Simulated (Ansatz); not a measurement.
System: ScICl2.

Input file:

```
crystal:
  lattice:
    - [3.6722193978, 0.0, 0.0]
    - [-1.8361096989, 3.1802352868, 0.0]
    - [0.0, 0.0, 13.2814682658]
  atoms:
    - { symbol: Sc, position: [0.0, 0.0, 0.5] }
    - { symbol: I, position: [0.0, 0.0, 0.0] }
    - { symbol: Cl, position: [0.0, 0.0, 0.3292724649] }
    - { symbol: Cl, position: [0.0, 0.0, 0.6707275351] }
basis:
  ecutwfc: 420
kpoints:
  mp_grid: { grid: [15, 15, 4] }
hamiltonian:
  xc: pbe
scf:
  occupations: { method: gaussian, width: 0.1 }
output:
  forces: true
  stress: true
  eigenvalues: true
  write_density: true
  write_potential: true
  elf: true
  volumetric_format: npy
relax:
  adjacent_minimum: "off"
  f_tol: 0.01
  max_steps: 80
  cell: { stress_tol: 0.05 }
```

Run with:

```sh
ansatz run input.yaml --threads 1 --pin off --max-ram 2048MiB --backend cpu --events-out ev --progress --plain --runs-dir out
```

Below, planes, directions and counts refer to the conventional cell (a = 3.67 Å, b = 3.67 Å, c = 13.87 Å, α = 90.00°, β = 90.00°, γ = 120.00°).

The fields are those of the relaxed geometry.

Space group P6/mmm; a structure generated by program, which may or may not match a known phase.

Theory: DFT PBE, scalar-relativistic, plane waves, PAW (Ansatz).

Predict the valence pseudo-density and electron localisation function between the atoms.

Sc–Cl (2.27 Å): the density is about 0.61 e/Å³ at the midpoint; the ELF peaks at about 0.85 in the valence shell of Cl, 0.7 Å from its nucleus, and is about 0.35 at the midpoint.
I–I (3.67 Å): the density is about 0.1 e/Å³ at the midpoint; the ELF peaks at about 0.65 in the valence shell of I, 1.2 Å from its nucleus, and drops to about 0.15 between the two atoms.

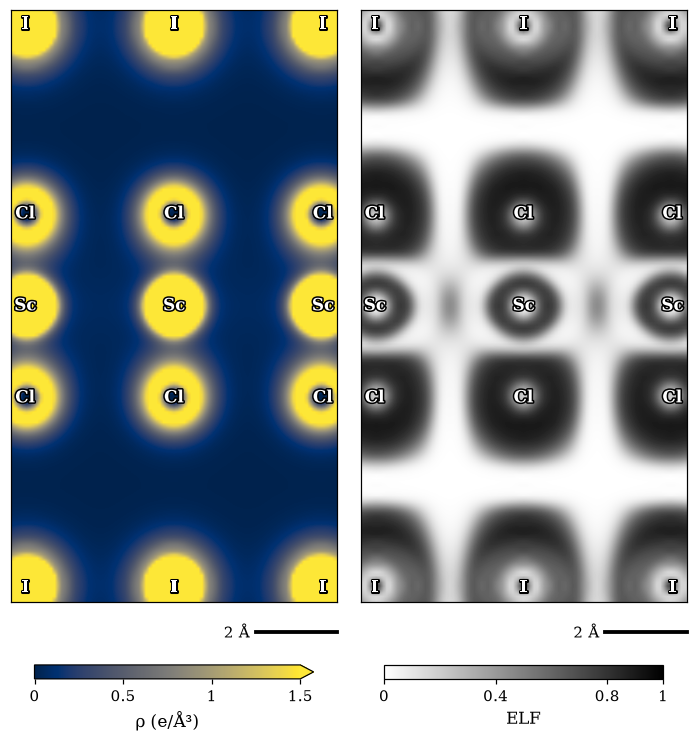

Computed valence pseudo-density and electron localisation function on the (010) plane of the conventional cell, in this order. 
